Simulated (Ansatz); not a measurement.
**Geometry relaxation of CH₇NSi₃**

System: CH₇NSi₃.
Method: RKS PBE0-D4/def2-TZVP (Ansatz 0.2.0).

The geometry: PBE-D4/def2-SVP start. Figures and captions count atoms from 1; the log counts them from 0 in places.

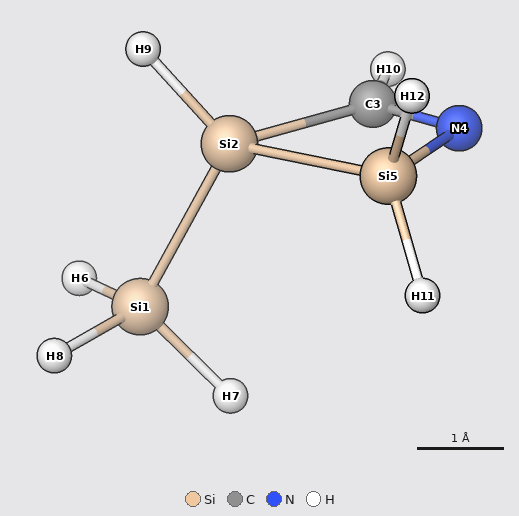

**Figure 1.** The starting structure (ball-and-stick view, seen at a tilt; atoms are numbered from 1 in the order of the input). Bond lengths as drawn: C–H 1.12 Å, C–N 1.30 Å, C–Si 1.95 Å, H–Si 1.50 to 1.51 Å, N–Si 1.82 Å and Si–Si 2.35 to 2.36 Å.

Key numbers:

```json
{"quantity": "outcome", "value": "converged"}
{"quantity": "total energy", "value": "−26261.6623 eV"}
{"quantity": "mean-field energy", "value": "−26261.3764 eV"}
{"quantity": "dispersion energy", "value": "−0.2859 eV"}
{"quantity": "SCF solution under orbital rotations", "value": "stable"}
{"quantity": "largest force (length of the vector) at the end", "value": "0.003 eV/Å"}
{"quantity": "dipole moment", "value": "1.68 D"}
{"quantity": "hardware", "value": "4 threads of Arm Neoverse V1, 23 GiB of memory available, shared host"}
{"quantity": "wall time", "value": "44 s (CPU time 2.7 min)"}
{"quantity": "peak memory", "value": "0.64 GiB"}
```

The input:
```yaml
crystal:
  periodic: [false, false, false]
  atoms:
    - {symbol: Si, position_ang: [-1.780234, 1.070107, 0.647933]}
    - {symbol: Si, position_ang: [0.246457, -0.114337, 0.821443]}
    - {symbol: C, position_ang: [1.638715, 0.571754, -0.354170]}
    - {symbol: N, position_ang: [1.842693, -0.251886, -1.336137]}
    - {symbol: Si, position_ang: [0.743338, -1.642644, -0.906883]}
    - {symbol: H, position_ang: [-1.720329, 2.378036, 1.392993]}
    - {symbol: H, position_ang: [-2.052056, 1.349756, -0.805761]}
    - {symbol: H, position_ang: [-2.914020, 0.248514, 1.203605]}
    - {symbol: H, position_ang: [0.603443, -0.357745, 2.269844]}
    - {symbol: H, position_ang: [2.201591, 1.535733, -0.306778]}
    - {symbol: H, position_ang: [-0.260079, -1.951838, -1.985313]}
    - {symbol: H, position_ang: [1.527580, -2.890753, -0.606676]}
basis:
  gaussian: {orbitals: def2-TZVP}
hamiltonian: {xc: pbe0, dispersion: d4}
relax: {f_tol: 0.005, max_steps: 150}
```

Command:
```bash
ansatz run in.yaml --threads 4 --pin off --events-out ev --progress --plain --max-ram 10444MiB
```

Output:
```
Functional definition: PBE0
  name "PBE0"
  cite "Adamo & Barone, J. Chem. Phys. 110, 6158 (1999) doi:10.1063/1.478522"
  cite "Perdew, Burke & Ernzerhof, Phys. Rev. Lett. 77, 3865 (1996) doi:10.1103/PhysRevLett.77.3865"
  parent pbe
  parameter a = 0.25
  parameter kappa = 0.804
  parameter beta = 0.06672455060314922
  exchange = (1 - a)*pbe_x(kappa = kappa, mu = beta*pi^2/3) + a*exact_x
  correlation = pbe_c(beta = beta)
1447 factors; their error is unknown
mean field evaluation 1: about -26255.4210 eV, gradient 5.0e1 eV
mean field evaluation 2: about -26237.2185 eV, gradient 9.5e1 eV
mean field evaluation 4: about -26260.9458 eV, gradient 1.1e1 eV
mean field evaluation 8: about -26261.2216 eV, gradient 1.1e-1 eV
mean field evaluation 16: about -26261.3223 eV, gradient 2.2e-4 eV
mean field -26261.32226762 eV, -965.0857927713 hartree, gradient 4.5e-5 eV, S^2 0.000000; 0 other end points of the search recorded, 0 dependent functions left out
the calculation of the forces begins
reference -26261.32230732 eV, -965.0857942304 hartree; 31, 31 occupied and 184, 184 virtual orbitals, 1447 factors
relax step   1: F+E_penalty+E_count = -26261.60730245 eV  Δ(F+E_penalty+E_count) = +0.000e0 eV  max|allowed force component| = 9.481e-1 eV/Å  Δτ_max = 0.0000 Å  (29 SCF iters, accepted)
these checks for a lower state are left out or cut short: starts, cluster_reference, orbital_swaps, neighbouring_geometries, increment
1447 factors; their error is unknown
mean field -26261.36794034 eV, -965.0874712129 hartree, gradient 1.2e-5 eV, S^2 0.000000; 0 other end points of the search recorded, 0 dependent functions left out
the calculation of the forces begins
reference -26261.36797983 eV, -965.0874726642 hartree; 31, 31 occupied and 184, 184 virtual orbitals, 1447 factors
relax step   2: F+E_penalty+E_count = -26261.65465532 eV  Δ(F+E_penalty+E_count) = -4.735e-2 eV  max|allowed force component| = 2.599e-1 eV/Å  Δτ_max = 0.0345 Å  (34 SCF iters, accepted)
these checks for a lower state are left out or cut short: starts, cluster_reference, orbital_swaps, neighbouring_geometries, increment
1447 factors; their error is unknown
mean field evaluation 32: about -26261.3724 eV, gradient 1.2e-5 eV
mean field -26261.37237083 eV, -965.0876340306 hartree, gradient 1.2e-5 eV, S^2 0.000000; 0 other end points of the search recorded, 0 dependent functions left out
the calculation of the forces begins
reference -26261.37241023 eV, -965.0876354784 hartree; 31, 31 occupied and 184, 184 virtual orbitals, 1447 factors
relax step   3: F+E_penalty+E_count = -26261.65970163 eV  Δ(F+E_penalty+E_count) = -5.046e-3 eV  max|allowed force component| = 1.234e-1 eV/Å  Δτ_max = 0.0265 Å  (33 SCF iters, accepted)
these checks for a lower state are left out or cut short: starts, cluster_reference, orbital_swaps, neighbouring_geometries, increment
1447 factors; their error is unknown
mean field -26261.37426030 eV, -965.0877034673 hartree, gradient 1.2e-5 eV, S^2 0.000000; 0 other end points of the search recorded, 0 dependent functions left out
the calculation of the forces begins
reference -26261.37429971 eV, -965.0877049155 hartree; 31, 31 occupied and 184, 184 virtual orbitals, 1447 factors
relax step   4: F+E_penalty+E_count = -26261.66124152 eV  Δ(F+E_penalty+E_count) = -1.540e-3 eV  max|allowed force component| = 1.100e-1 eV/Å  Δτ_max = 0.0149 Å  (34 SCF iters, accepted)
these checks for a lower state are left out or cut short: starts, cluster_reference, orbital_swaps, neighbouring_geometries, increment
1447 factors; their error is unknown
mean field -26261.37551644 eV, -965.0877496294 hartree, gradient 1.2e-5 eV, S^2 0.000000; 0 other end points of the search recorded, 0 dependent functions left out
the calculation of the forces begins
reference -26261.37555586 eV, -965.0877510781 hartree; 31, 31 occupied and 184, 184 virtual orbitals, 1447 factors
relax step   5: F+E_penalty+E_count = -26261.66199015 eV  Δ(F+E_penalty+E_count) = -7.486e-4 eV  max|allowed force component| = 1.325e-2 eV/Å  Δτ_max = 0.0290 Å  (33 SCF iters, accepted)
these checks for a lower state are left out or cut short: starts, cluster_reference, orbital_swaps, neighbouring_geometries, increment
1447 factors; their error is unknown
mean field -26261.37602609 eV, -965.0877683587 hartree, gradient 1.2e-5 eV, S^2 0.000000; 0 other end points of the search recorded, 0 dependent functions left out
the calculation of the forces begins
reference -26261.37606551 eV, -965.0877698075 hartree; 31, 31 occupied and 184, 184 virtual orbitals, 1447 factors
relax step   6: F+E_penalty+E_count = -26261.66215645 eV  Δ(F+E_penalty+E_count) = -1.663e-4 eV  max|allowed force component| = 7.256e-3 eV/Å  Δτ_max = 0.0174 Å  (34 SCF iters, accepted)
these checks for a lower state are left out or cut short: starts, cluster_reference, orbital_swaps, neighbouring_geometries, increment
1447 factors; their error is unknown
mean field -26261.37630642 eV, -965.0877786608 hartree, gradient 1.2e-5 eV, S^2 0.000000; 0 other end points of the search recorded, 0 dependent functions left out
the calculation of the forces begins
reference -26261.37634584 eV, -965.0877801094 hartree; 31, 31 occupied and 184, 184 virtual orbitals, 1447 factors
relax step   7: F+E_penalty+E_count = -26261.66219744 eV  Δ(F+E_penalty+E_count) = -4.098e-5 eV  max|allowed force component| = 2.447e-2 eV/Å  Δτ_max = 0.0121 Å  (34 SCF iters, accepted)
these checks for a lower state are left out or cut short: starts, cluster_reference, orbital_swaps, neighbouring_geometries, increment
1447 factors; their error is unknown
mean field evaluation 64: about -26261.3764 eV, gradient 1.9e-4 eV
mean field -26261.37638806 eV, -965.0877816608 hartree, gradient 1.3e-5 eV, S^2 0.000000; 0 other end points of the search recorded, 0 dependent functions left out
the calculation of the forces begins
reference -26261.37642747 eV, -965.0877831092 hartree; 31, 31 occupied and 184, 184 virtual orbitals, 1447 factors
relax step   8: F+E_penalty+E_count = -26261.66222028 eV  Δ(F+E_penalty+E_count) = -2.284e-5 eV  max|allowed force component| = 9.909e-3 eV/Å  Δτ_max = 0.0044 Å  (25 SCF iters, accepted)
these checks for a lower state are left out or cut short: starts, cluster_reference, orbital_swaps, neighbouring_geometries, increment
1447 factors; their error is unknown
mean field -26261.37637348 eV, -965.0877811251 hartree, gradient 1.2e-5 eV, S^2 0.000000; 0 other end points of the search recorded, 0 dependent functions left out
the calculation of the forces begins
reference -26261.37641288 eV, -965.0877825729 hartree; 31, 31 occupied and 184, 184 virtual orbitals, 1447 factors
relax step   9: F+E_penalty+E_count = -26261.66224460 eV  Δ(F+E_penalty+E_count) = -2.432e-5 eV  max|allowed force component| = 8.119e-3 eV/Å  Δτ_max = 0.0077 Å  (35 SCF iters, accepted)
these checks for a lower state are left out or cut short: starts, cluster_reference, orbital_swaps, neighbouring_geometries, increment
1447 factors; their error is unknown
mean field -26261.37639218 eV, -965.0877818122 hartree, gradient 1.6e-5 eV, S^2 0.000000; 0 other end points of the search recorded, 0 dependent functions left out
the calculation of the forces begins
reference -26261.37643157 eV, -965.0877832597 hartree; 31, 31 occupied and 184, 184 virtual orbitals, 1447 factors
relax step  10: F+E_penalty+E_count = -26261.66225255 eV  Δ(F+E_penalty+E_count) = -7.946e-6 eV  max|allowed force component| = 1.920e-3 eV/Å  Δτ_max = 0.0029 Å  (24 SCF iters, accepted)
1447 factors; their error is unknown
mean field evaluation 96: about -26261.3764 eV, gradient 6.3e-5 eV
```

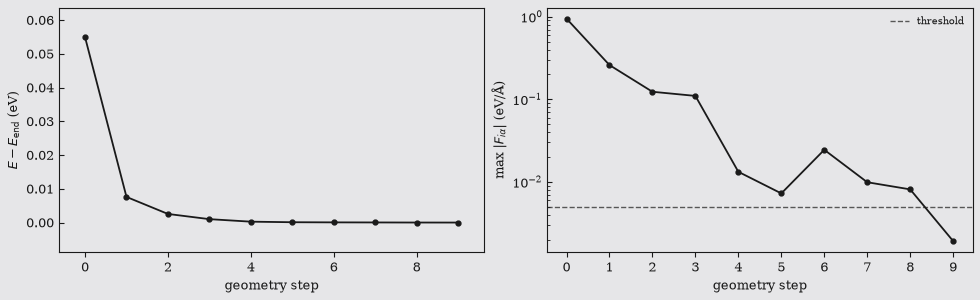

**Figure 2.** Progress of the relaxation, step by step (the first geometry is step 0 here and step 1 in the log).

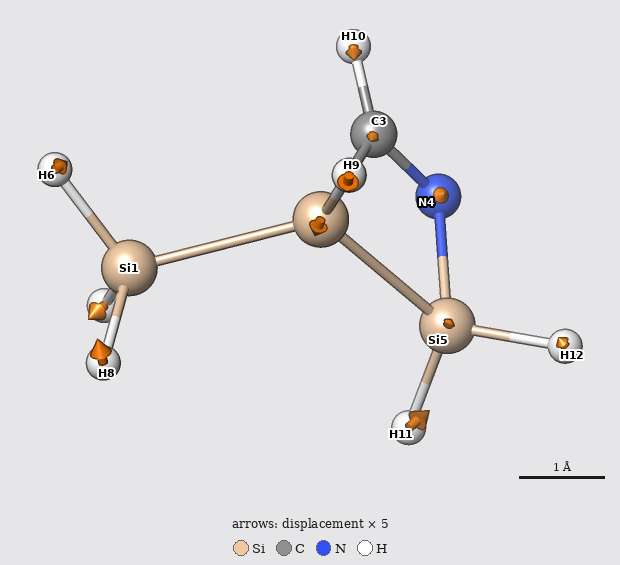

**Figure 3.** The starting structure with the displacements as orange arrows, magnified 5 times (ball-and-stick view, seen at a tilt). The two geometries are laid on each other by the best rigid fit. Over 9 geometry steps the energy falls by 0.055 eV. The largest force component goes from 0.95 to 0.0019 eV/Å. The largest move after the best rigid fit is that of H11, 0.077 Å. By element the largest moves are H 0.077 Å, Si 0.055 Å, N 0.042 Å, C 0.024 Å. Distances before and after: N4–Si5 1.824 → 1.789 Å, Si2–Si5 2.360 → 2.334 Å, Si2–C3 1.947 → 1.923 Å, C3–H10 1.117 → 1.098 Å. Among the angles that change: Si1–Si2–Si5 116.9° → 119.7°. (Atoms are counted from 1 in the order of the input.)

```
mean field -26261.37639218 eV, -965.0877818122 hartree, gradient 1.6e-5 eV, S^2 0.000000; 1 other end points of the search recorded, 0 dependent functions left out
the calculation of the forces begins
reference -26261.37643157 eV, -965.0877832597 hartree; 31, 31 occupied and 184, 184 virtual orbitals, 1447 factors
Total energy: -26261.66229194 eV, -965.0982884347 hartree
Atom 0 at    -1.787905     1.079037     0.652501 Å, force    -0.000416     0.000564    -0.000278 eV/Å
Atom 1 at     0.215106    -0.122647     0.777322 Å, force     0.000431    -0.000542    -0.000534 eV/Å
Atom 2 at     1.618823     0.560300    -0.346464 Å, force    -0.000262    -0.001478    -0.000807 eV/Å
Atom 3 at     1.851690    -0.268085    -1.298191 Å, force     0.000119     0.001920     0.001636 eV/Å
Atom 4 at     0.764153    -1.635568    -0.913047 Å, force     0.000631    -0.000996     0.000498 eV/Å
Atom 5 at    -1.679871     2.378440     1.369618 Å, force     0.000104     0.000127    -0.000208 eV/Å
Atom 6 at    -2.110156     1.341922    -0.774977 Å, force     0.000039    -0.000391     0.000095 eV/Å
Atom 7 at    -2.892216     0.287985     1.259232 Å, force     0.000059    -0.000145     0.000360 eV/Å
Atom 8 at     0.581770    -0.366400     2.203787 Å, force     0.000012    -0.000204    -0.000335 eV/Å
Atom 9 at     2.176883     1.505207    -0.299198 Å, force     0.000357     0.000117    -0.000256 eV/Å
Atom 10 at    -0.188350    -1.947024    -2.012051 Å, force    -0.000878     0.000353    -0.000486 eV/Å
Atom 11 at     1.527173    -2.868470    -0.584432 Å, force    -0.000196     0.000675     0.000314 eV/Å
Dipole moment:    -0.205647     0.021976     0.281524 e Å
```

Trajectory as extended XYZ (Å, eV, eV/Å), 9 of the 10 frames kept, from step=1 to step=10:
```
12
Properties=species:S:1:pos:R:3:forces:R:3 step=1 energy=-26261.60730
Si   -1.7802    1.0701    0.6479   -0.1421   0.1030  -0.0123
Si    0.2465   -0.1143    0.8214    0.1926  -0.0668  -0.2010
C     1.6387    0.5718   -0.3542    0.1715  -0.2495  -0.4494
N     1.8427   -0.2519   -1.3361   -0.5484   0.2177   0.9481
Si    0.7433   -1.6426   -0.9069    0.2873   0.3172  -0.0755
H    -1.7203    2.3780    1.3930   -0.0169  -0.2746  -0.1580
H    -2.0521    1.3498   -0.8058    0.0594  -0.0596   0.3058
H    -2.9140    0.2485    1.2036    0.2530   0.1699  -0.1104
H     0.6034   -0.3577    2.2698   -0.0433   0.0605  -0.3200
H     2.2016    1.5357   -0.3068   -0.2637  -0.5390  -0.0774
H    -0.2601   -1.9518   -1.9853    0.2108   0.0632   0.2163
H     1.5276   -2.8908   -0.6067   -0.1602   0.2579  -0.0663
12
Properties=species:S:1:pos:R:3:forces:R:3 step=2 energy=-26261.65465
Si   -1.7728    1.0713    0.6458   -0.0721   0.0209  -0.0087
Si    0.2344   -0.1193    0.8045    0.1493   0.0427  -0.0261
C     1.6247    0.5671   -0.3489    0.0033  -0.0299  -0.0336
N     1.8247   -0.2480   -1.3223   -0.2295  -0.1740   0.2599
Si    0.7427   -1.6349   -0.8974    0.1816   0.2358  -0.1574
H    -1.7176    2.3672    1.3837    0.0143  -0.0715  -0.0362
H    -2.0438    1.3464   -0.7943    0.0044  -0.0114   0.0722
H    -2.8891    0.2517    1.2011    0.0521   0.0455  -0.0280
H     0.6044   -0.3565    2.2353   -0.0207   0.0089  -0.0695
H     2.1921    1.5125   -0.3007   -0.0928  -0.1405  -0.0247
H    -0.2476   -1.9436   -1.9691    0.0482   0.0021   0.0506
H     1.5250   -2.8693   -0.6037   -0.0381   0.0713   0.0016
12
Properties=species:S:1:pos:R:3:forces:R:3 step=3 energy=-26261.65970
Si   -1.7717    1.0655    0.6442    0.0157   0.0095   0.0204
Si    0.2382   -0.1175    0.8035   -0.0600   0.0057  -0.0426
C     1.6207    0.5631   -0.3462   -0.0104   0.0480   0.0276
N     1.8352   -0.2629   -1.3029   -0.0927  -0.0475  -0.0590
Si    0.7403   -1.6245   -0.9023    0.1234  -0.0079   0.0358
H    -1.7008    2.3541    1.3823   -0.0100   0.0253   0.0087
H    -2.0482    1.3445   -0.7888   -0.0021   0.0036  -0.0196
H    -2.8874    0.2550    1.1996   -0.0112  -0.0110   0.0132
H     0.6058   -0.3555    2.2292    0.0099  -0.0037   0.0092
H     2.1711    1.5123   -0.3142    0.0433   0.0037   0.0240
H    -0.2382   -1.9345   -1.9777   -0.0011   0.0155  -0.0161
H     1.5120   -2.8550   -0.5924   -0.0049  -0.0412  -0.0016
12
Properties=species:S:1:pos:R:3:forces:R:3 step=4 energy=-26261.66124
Si   -1.7757    1.0699    0.6473    0.0047  -0.0011   0.0042
Si    0.2325   -0.1199    0.7965   -0.0215   0.0289  -0.0090
C     1.6181    0.5688   -0.3478   -0.0279  -0.1100   0.0325
N     1.8257   -0.2595   -1.3055    0.0430   0.0381  -0.0442
Si    0.7491   -1.6305   -0.9045   -0.0055   0.0187   0.0258
H    -1.6998    2.3623    1.3807   -0.0023   0.0026   0.0004
H    -2.0581    1.3446   -0.7865   -0.0055   0.0027   0.0005
H    -2.8902    0.2620    1.2118   -0.0003   0.0018   0.0041
H     0.6001   -0.3584    2.2229    0.0041   0.0022   0.0071
H     2.1833    1.5090   -0.3065   -0.0041   0.0128  -0.0129
H    -0.2274   -1.9410   -1.9828    0.0085   0.0001  -0.0018
H     1.5193   -2.8626   -0.5915    0.0068   0.0031  -0.0067
12
Properties=species:S:1:pos:R:3:forces:R:3 step=5 energy=-26261.66199
Si   -1.7790    1.0768    0.6515   -0.0039  -0.0038  -0.0080
Si    0.2221   -0.1272    0.7890   -0.0091   0.0124   0.0011
C     1.6123    0.5620   -0.3476   -0.0133  -0.0057   0.0054
N     1.8327   -0.2612   -1.3065    0.0040  -0.0064  -0.0026
Si    0.7589   -1.6361   -0.9083    0.0023   0.0095  -0.0034
H    -1.6847    2.3706    1.3809    0.0037  -0.0046   0.0006
H    -2.0735    1.3523   -0.7799   -0.0037   0.0003   0.0027
H    -2.8958    0.2813    1.2291    0.0029   0.0012   0.0028
H     0.5892   -0.3664    2.2160    0.0041  -0.0009  -0.0008
H     2.1655    1.5097   -0.3057    0.0117   0.0033   0.0015
H    -0.2049   -1.9542   -1.9955   -0.0019  -0.0013  -0.0009
H     1.5344   -2.8631   -0.5887    0.0031  -0.0041   0.0016
12
Properties=species:S:1:pos:R:3:forces:R:3 step=7 energy=-26261.66220
Si   -1.7872    1.0802    0.6526    0.0038  -0.0050  -0.0001
Si    0.2162   -0.1216    0.7781   -0.0082   0.0008  -0.0045
C     1.6172    0.5600   -0.3493    0.0245   0.0078   0.0018
N     1.8483   -0.2683   -1.3014   -0.0094   0.0008   0.0022
Si    0.7627   -1.6359   -0.9120    0.0004  -0.0072   0.0021
H    -1.6851    2.3741    1.3803    0.0007   0.0007  -0.0010
H    -2.1022    1.3529   -0.7747   -0.0004  -0.0003   0.0012
H    -2.8928    0.2823    1.2477   -0.0020   0.0009   0.0006
H     0.5841   -0.3638    2.2046    0.0007   0.0003  -0.0024
H     2.1778    1.5036   -0.3026   -0.0082   0.0006   0.0004
H    -0.1913   -1.9530   -2.0082    0.0000   0.0018   0.0001
H     1.5294   -2.8658   -0.5810   -0.0019  -0.0012  -0.0006
12
Properties=species:S:1:pos:R:3:forces:R:3 step=8 energy=-26261.66222
Si   -1.7881    1.0800    0.6528    0.0021  -0.0010  -0.0020
Si    0.2157   -0.1208    0.7767   -0.0007  -0.0080   0.0032
C     1.6192    0.5599   -0.3483    0.0079   0.0080  -0.0099
N     1.8498   -0.2685   -1.3007   -0.0002   0.0023   0.0061
Si    0.7636   -1.6359   -0.9122   -0.0056  -0.0044   0.0013
H    -1.6842    2.3750    1.3783    0.0003   0.0010  -0.0015
H    -2.1058    1.3504   -0.7744   -0.0007   0.0006   0.0012
H    -2.8932    0.2838    1.2512    0.0007  -0.0004   0.0004
H     0.5824   -0.3647    2.2032    0.0006   0.0017  -0.0005
H     2.1791    1.5039   -0.3022   -0.0045  -0.0018   0.0028
H    -0.1904   -1.9516   -2.0088    0.0017   0.0013  -0.0010
H     1.5291   -2.8668   -0.5815   -0.0017   0.0009  -0.0001
12
Properties=species:S:1:pos:R:3:forces:R:3 step=9 energy=-26261.66224
Si   -1.7876    1.0792    0.6524   -0.0003  -0.0002   0.0003
Si    0.2153   -0.1227    0.7771   -0.0006   0.0034  -0.0004
C     1.6186    0.5603   -0.3471   -0.0037   0.0023   0.0074
N     1.8513   -0.2682   -1.2986    0.0006  -0.0051  -0.0038
Si    0.7639   -1.6360   -0.9128    0.0081   0.0024   0.0033
H    -1.6805    2.3773    1.3719    0.0001   0.0000  -0.0005
H    -2.1089    1.3445   -0.7749    0.0004  -0.0007   0.0006
H    -2.8921    0.2867    1.2569   -0.0009   0.0002   0.0005
H     0.5826   -0.3658    2.2034   -0.0006  -0.0010   0.0008
H     2.1762    1.5056   -0.2997    0.0009  -0.0027  -0.0031
H    -0.1885   -1.9478   -2.0115   -0.0027  -0.0012  -0.0029
H     1.5270   -2.8686   -0.5829   -0.0015   0.0027  -0.0021
12
Properties=species:S:1:pos:R:3:forces:R:3 step=10 energy=-26261.66225
Si   -1.7879    1.0790    0.6525   -0.0004   0.0006  -0.0003
Si    0.2151   -0.1226    0.7773    0.0004  -0.0005  -0.0005
C     1.6188    0.5603   -0.3465   -0.0003  -0.0015  -0.0008
N     1.8517   -0.2681   -1.2982    0.0001   0.0019   0.0016
Si    0.7642   -1.6356   -0.9130    0.0006  -0.0010   0.0005
H    -1.6799    2.3784    1.3696    0.0001   0.0001  -0.0002
H    -2.1102    1.3419   -0.7750    0.0000  -0.0004   0.0001
H    -2.8922    0.2880    1.2592    0.0001  -0.0001   0.0004
H     0.5818   -0.3664    2.2038    0.0000  -0.0002  -0.0003
H     2.1769    1.5052   -0.2992    0.0004   0.0001  -0.0003
H    -0.1883   -1.9470   -2.0121   -0.0009   0.0004  -0.0005
H     1.5272   -2.8685   -0.5844   -0.0002   0.0007   0.0003
```

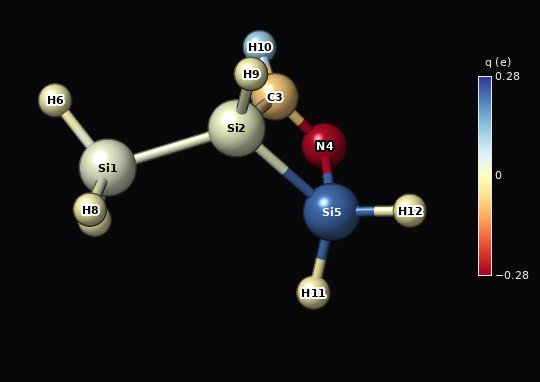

**Figure 4.** Mulliken charges, as the colour of each atom (ball-and-stick view, seen at a tilt; atoms are numbered from 1 in the order of the input; Mulliken charges depend strongly on the basis). By element: Si +0.02 to +0.23, C −0.07, N −0.27 and H −0.02 to +0.12 e.
